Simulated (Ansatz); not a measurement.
**TiB2 (AlB2 type, space group P6/mmm), energy against volume**

TiB2 (AlB2 type, space group P6/mmm)

```
TiB2
1.0
    3.02469     0.00000     0.00000
   -1.51235     2.61946     0.00000
    0.00000     0.00000     3.22264
Ti B
1 2
Direct
  0.00000   0.00000   0.00000
  0.33333   0.66667   0.50000
  0.66667   0.33333   0.50000
```

Equation-of-state scan: isotropic scaling of the cell above, V₀ being its volume. Symmetry pins the atoms to their sites.

Computed with r2SCAN (plane waves to 500 eV, PAW, scalar-relativistic; Ansatz, a quantum-chemistry and plane-wave program). k mesh 19×19×15 (Γ-centred), Fermi-Dirac smearing 0.05 eV. E stands for the smeared free energy. With the shape held, the modulus is that of even scaling; a crystal free to change shape is softer. TiB2 is run without spin polarisation. TiB2 was relaxed with its symmetry unable to fall. The zero of ΔE is the relaxed starting cell.

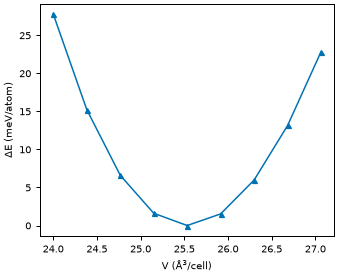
Fig. 1. ΔE (meV/atom) against V (Å³/cell); computed points joined by lines.

The pressure for 5 % compression (fit) comes out as 14.9 GPa, the equilibrium volume of the fit is 8.51 Å³/atom and the bulk modulus at fixed cell shape B₀ (third-order Birch-Murnaghan fit) comes out as 263 GPa. The pressure derivative B₀′ (fit) comes out as 3.8 and the energy cost of the largest compression is 28 meV/atom.

P = (3B₀/2)(x⁷ − x⁵)[1 + ¾(B₀′ − 4)(x² − 1)] with x = (1/0.95)^(1/3), B₀ = 263 GPa and B₀′ = 3.83.

(Under strain, the slope of the energy per volume gives the stress and its curvature an elastic modulus.)
